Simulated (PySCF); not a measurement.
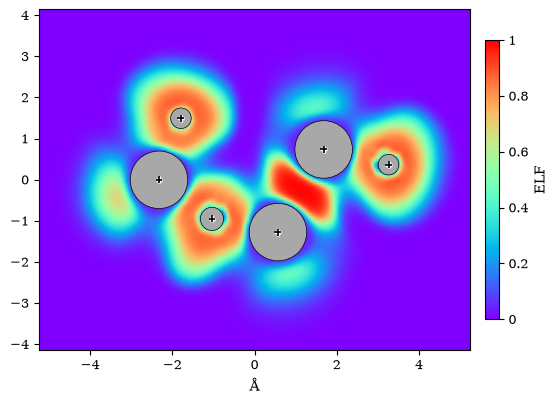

The electron localisation function on a plane through atoms (crosses mark nuclei in the plane; grey discs cover the cores).

Level of theory: PySCF 2.14.0, PBE0/pcSseg-1, SCF density, gas phase, non-relativistic.

Candidates:
A. F2H6OSi3 (SMILES F[SiH2]O[SiH2][SiH2]F)
B. C7H8SSi (SMILES C#CC(=C=S)[SiH2]C1CC1)
C. C3H6B2F2Si (SMILES B[SiH2]CC#CB(F)F)

Which candidate gave the map?

Answer. Candidate A: F2H6OSi3 on the plane of atoms Si4, Si5 and F6, which holds F, Si and O. Si–O (1.60 Å): the ELF peaks at about 0.85 between the atoms; a short, strongly polar bond. Si–F (1.61 Å): the ELF peaks at about 0.85 in the valence shell of F, 0.5 Å from its nucleus, and is about 0.50 at the midpoint.
